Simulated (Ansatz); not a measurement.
Input

```
crystal:
  periodic: [false, false, false]
  atoms:
    - {symbol: Si, position_ang: [-1.220747, 0.248835, 0.454737]}
    - {symbol: Br, position_ang: [1.636820, -0.361448, -0.942364]}
    - {symbol: H, position_ang: [1.050131, -0.334229, -2.237628]}
    - {symbol: F, position_ang: [-0.516085, 1.433286, 1.279876]}
    - {symbol: F, position_ang: [-0.950018, -0.986344, 1.445379]}
basis:
  gaussian: {orbitals: def2-TZVPP}
hamiltonian: {xc: pbe0, dispersion: d4}
output: {orbitals: {seedname: orbitals}}
```

Command:

```sh
ansatz run in.yaml --threads 4 --pin off --events-out ev --progress --plain --max-ram 9574MiB
```

The product side of a reaction path; geometry: PBE0-D4/def2-TZVP.

Level of theory: RKS PBE0-D4/def2-TZVPP (Ansatz).

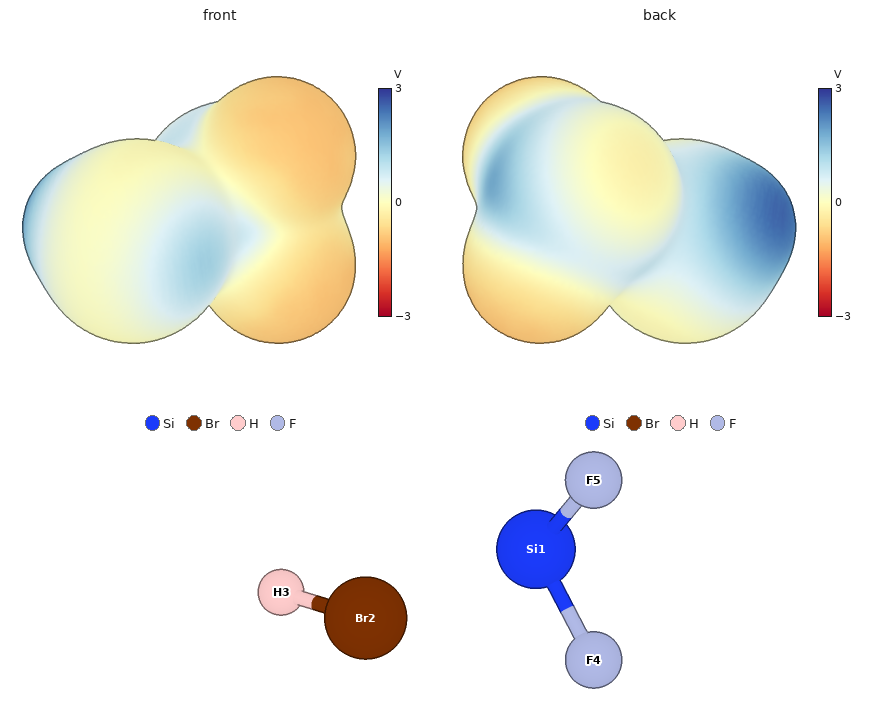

F2Si···HBr. The molecular electrostatic potential painted on the density surface at 0.002 e/bohr³, seen from the front and from behind; the colour scale runs from red (negative) to blue (positive). The bare structure is drawn below in the same view.

Question: Describe the electrostatic potential map.

Answer: The most negative region (about −0.9 V) lies over F4 and F5, the most positive (about +2.5 V) over H3. Br2 shows a σ-hole: about +1.2 V at the tip opposite its bond, against about 0.0 V on its flanks.
